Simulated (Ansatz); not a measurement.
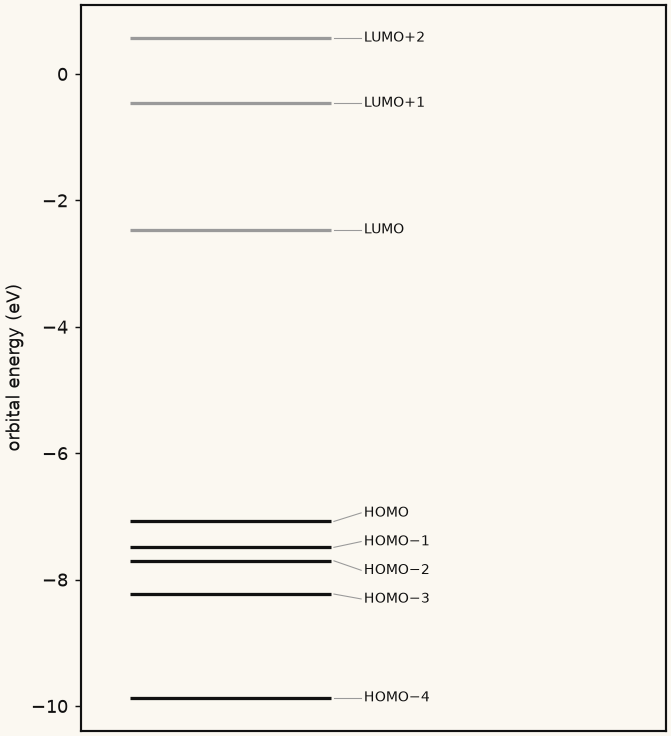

Kohn-Sham orbital energies near the frontier, r2SCAN/def2-TZVPP with the Ansatz code, at a PBE0-D4/def2-TZVP geometry (no frequency check), isolated molecule; empty levels in grey, levels within 0.03 eV side by side.

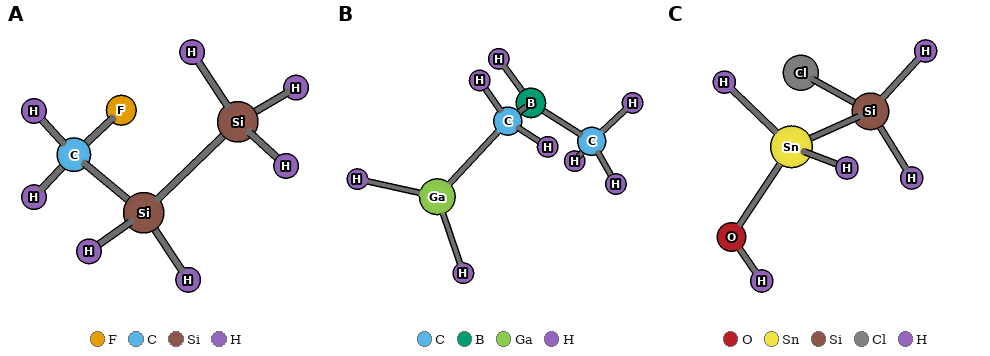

**Which molecule has this level scheme? Choose among the lettered structures.**

Structure B, C₂H₈BGa, SMILES CB[CH2][GaH2], singlet. HOMO −7.08 eV, LUMO −2.46 eV, separation 4.62 eV.

Note: no scalar relativity up to krypton; one conformer of a flexible molecule; empty levels above zero depend strongly on the basis.
